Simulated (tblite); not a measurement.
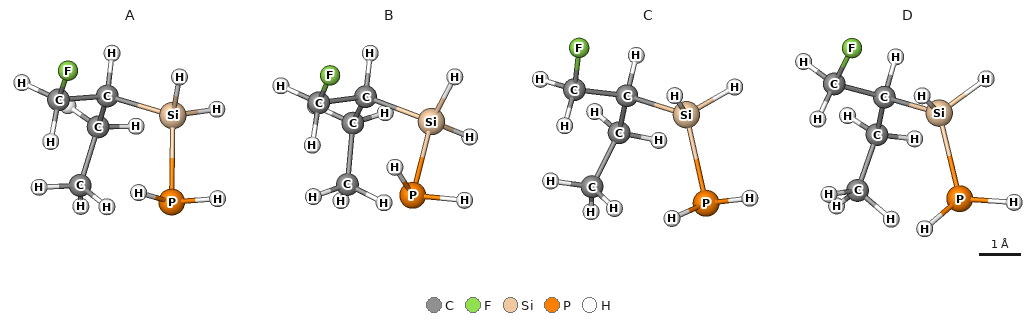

4 geometries from one relaxation of C₄H₁₂FPSi, in shuffled order. A ball-and-stick model, seen from a free direction.

Theory: GFN2-xTB geometry optimisation, gas phase (tblite 0.8.0). 

Put them in the order of the run, from the start to the converged end.

D, C, A, B. They are steps 0, 88, 142, 208, at +117.0 kJ/mol, +8.77 kJ/mol, +5.53 kJ/mol relative to the last. An H atom moves most after the best rigid fit: 1.84 Å. Largest moves by element: H 1.84 Å, P 1.06 Å, F 0.81 Å, C 0.53 Å, Si 0.44 Å. Some distances before and after: H–P 1.467 → 1.384 Å, C–Si 1.841 → 1.921 Å, P–Si 2.178 → 2.240 Å, C–C 1.476 → 1.530 Å. Bond angles that change, for instance: Si–P–H 113.7° → 95.5°, H–P–H 105.7° → 92.5°, Si–P–H 107.5° → 94.7°. Groups turn about C–Si by about 70°, C–C by about 30°. After 208 geometry steps the energy has fallen by 117.0 kJ/mol. Cost: 2.9 s on 1 thread of Arm Neoverse N1, with other jobs on the host.
